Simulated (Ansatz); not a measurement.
H4OSn···HF

```xyz
8

Sn    0.2281    0.0778   -0.0767
H     0.0989    0.2977    1.6663
H     1.8680   -0.2063   -0.5115
H    -0.4898    1.4399   -0.8611
O    -0.7158   -1.6372   -0.5202
H    -1.5818   -1.5772   -0.0643
F    -2.4265   -0.4027    1.4559
H    -1.6038   -0.2266    1.8874
```

Core potentials replace the inner electrons of Sn.

All numbers below come from RKS PBE-D4/def2-SVP (Ansatz 0.2.0).

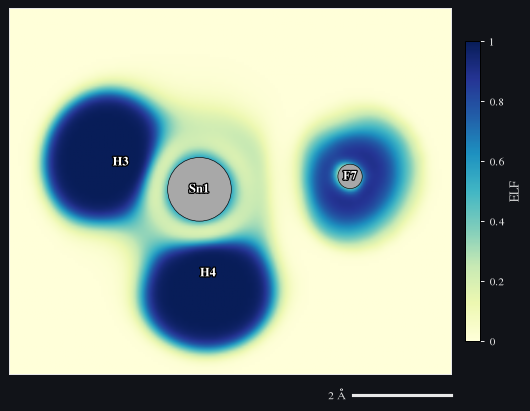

Figure 1. ELF on the plane of atoms H3, Sn1 and H4. Grey discs cover the atomic cores.

Interpret the plot.

Answer. The section cuts through Sn, H and F sites. Sn–H (1.72 Å): the ELF climbs to about 1 towards the hydrogen. The ELF also peaks beside F7, away from the bonds: lone-pair regions.

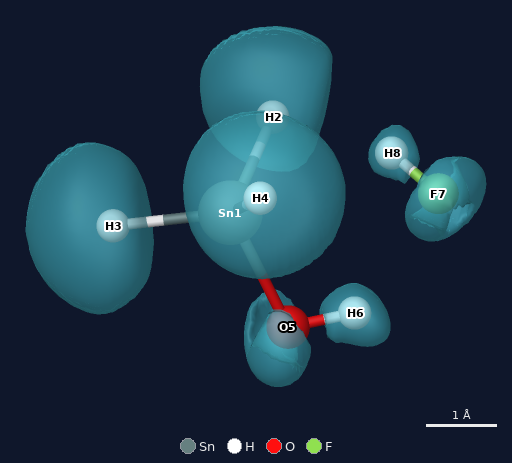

Figure 2. Isosurface of the ELF at 0.85 (cyan), seen at a tilt. Only the valence region is drawn (cores and ρ < 0.01 e/Å³ removed).

What do the ELF domains correspond to?

Answer. The surface consists of five regions around hydrogen nuclei, one lobe on O, pointing away from the bonds (lone pairs, which may merge into one lobe) and one region wrapped around F (its valence shell). Along the contacts the grid gives the following. Sn1···H8 (2.70 Å): the ELF dips to about 0.10 between them. Sn–O (2.01 Å): the ELF peaks at about 0.85 in the valence shell of O, 0.6 Å from its nucleus, and drops to about 0.15 between the two atoms.

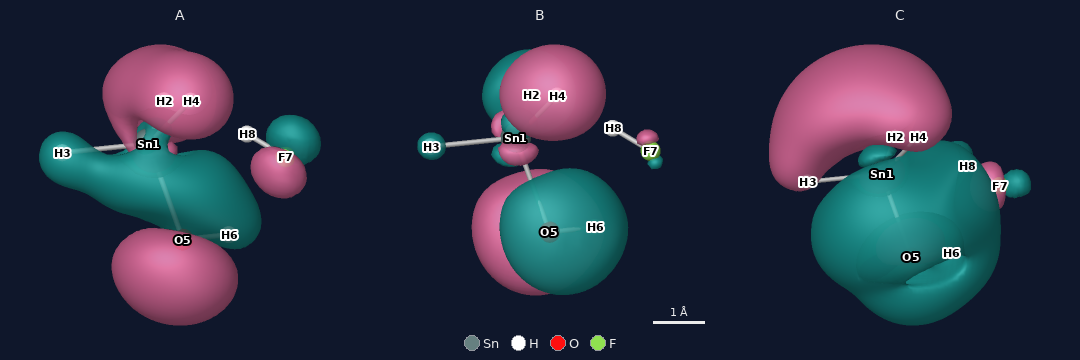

Figure 3. Three frontier orbitals at ±0.06 Å⁻³ᐟ² (teal and pink are the two phases), in no order.

Which picture is the HOMO−1, the HOMO and the LUMO?

Answer. A is the HOMO−1 (−7.43 eV). By Hirshfeld shares it lies mainly on O5 (about 65 %) and Sn1 (about 15 %); largely a lone pair of O5. B is the HOMO (−6.30 eV). Its weight (Hirshfeld) is mainly on O5 (about 80 %) and Sn1 (about 10 %); largely a lone pair of O5. C is the LUMO (−1.18 eV). It lies mainly on Sn1 (about 55 %) and O5 (about 20 %).

What is the HOMO–LUMO gap?

Answer. 5.12 eV between the orbital energies.
